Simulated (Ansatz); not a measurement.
**AlH2Cl (SMILES [H][Al]([H])[Cl]): HF/STO-3G**

Aim: the vertical ionisation energy of AlH2Cl at HF/STO-3G, from 2 runs. 

Program for the calculation: Ansatz 0.2.0.

57 further runs of the same task are left out: 2 that didn't finish, 55 set aside as unsound or not needed.

## Step 1: The molecule

AlH2Cl has 4 atoms, charge 0, and is taken as a singlet. SMILES: `[H][Al]([H])[Cl]`. The shape comes from GFN2-xTB, which is rough for such elements, and wasn't checked as a minimum.

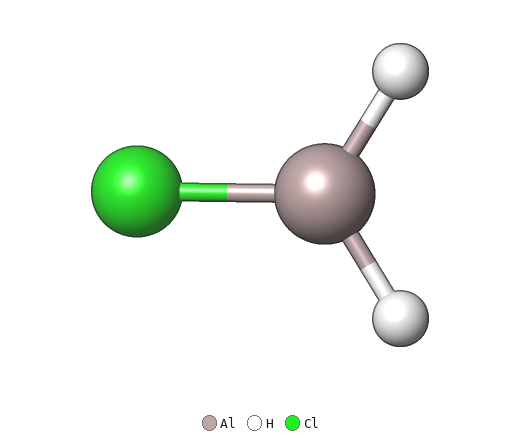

Viewed from a chosen angle; aluminium light grey, hydrogen white, chlorine green.

## Step 2: A single-point energy at HF/STO-3G

job.yaml

```yaml
crystal:
  periodic: [false, false, false]
  atoms:
    - {symbol: Al, position_ang: [0.049780, 0.082930, -0.002200]}
    - {symbol: H, position_ang: [1.587020, 0.109500, 0.013310]}
    - {symbol: H, position_ang: [-0.651090, 1.451440, -0.019500]}
    - {symbol: Cl, position_ang: [-0.985710, -1.643880, 0.008400]}
basis:
  gaussian:
    orbitals: STO-3G
total_charge: 0
hamiltonian:
  xc: hf
accuracy: high
```

Launch:

```bash
ansatz run job.yaml --threads 1 --pin off --max-ram 2610MiB --events-out events.jsonl --progress --plain --runs-dir runs
```

Log:

```text
Warning: RAYON_NUM_THREADS=1 ignored (pool sized by the plan → 1); use --threads N
Functional definition: HF
  name "HF"
  exchange = exact_x
  correlation = 0
339 factors; integrals over basis functions are off by at most 7.2e-9 eV
mean field evaluation 1: about -18906.2850 eV, gradient 1.5e1 eV
mean field evaluation 2: about -18906.2882 eV, gradient 1.5e1 eV
mean field evaluation 4: about -18907.3028 eV, gradient 5.7e-1 eV
mean field evaluation 8: about -18907.3040 eV, gradient 2.3e-6 eV
mean field -18907.30403310 eV, -694.8306073856 hartree, gradient 5.4e-8 eV, S^2 0.000000; 0 other end points of the search recorded, 0 dependent functions left out
reference -18907.30403310 eV, -694.8306073856 hartree; 16, 16 occupied and 4, 4 virtual orbitals, 339 factors
Total energy: -18907.30403310 eV, -694.8306073856 hartree
```

Run time: 0.12 s. Hardware: 1 thread of Arm Neoverse V1, shared host.

## Step 3: The doublet cation at the same level

job.yaml: that of step 2 with these lines changed.

```diff
@@ -10,3 +10,6 @@
     orbitals: STO-3G
-total_charge: 0
+total_charge: 1
+magnetization:
+  spin_polarized: true
+  initial_magnetization: 1
 hamiltonian:
```

Launch:

```bash
ansatz run job.yaml --threads 1 --pin off --max-ram 2610MiB --events-out events.jsonl --progress --plain --runs-dir runs
```

Log, shortened:

```text
Warning: RAYON_NUM_THREADS=1 ignored (pool sized by the plan → 1); use --threads N
[... 2 set-up lines as earlier in the session ...]
[...]
339 factors; integrals over basis functions are off by at most 7.2e-9 eV
[...]
mean field -18898.21343397 eV, -694.4965340292 hartree, gradient 8.1e-9 eV, S^2 0.770009; 5 other end points of the search recorded, 0 dependent functions left out
reference -18898.21343397 eV, -694.4965340292 hartree; 16, 15 occupied and 4, 5 virtual orbitals, 339 factors
Total energy: -18898.21343397 eV, -694.4965340292 hartree
```

Run time: 0.4 s. Hardware: 1 thread of Arm Neoverse V1, shared host.

## Step 4: Results

Level: HF/STO-3G.

| quantity | value |
| --- | --- |
| singlet AlH2Cl: total energy | -694.83061 Eh |
| doublet cation: total energy | -694.49653 Eh |
| doublet cation: ⟨S²⟩ | 0.770 |
| vertical ionisation energy (to the doublet cation) | 9.091 eV |

Removing an electron at fixed nuclei costs 9.09 eV (210 kcal/mol). In a minimal basis such a difference can be off by several eV, whatever the method.
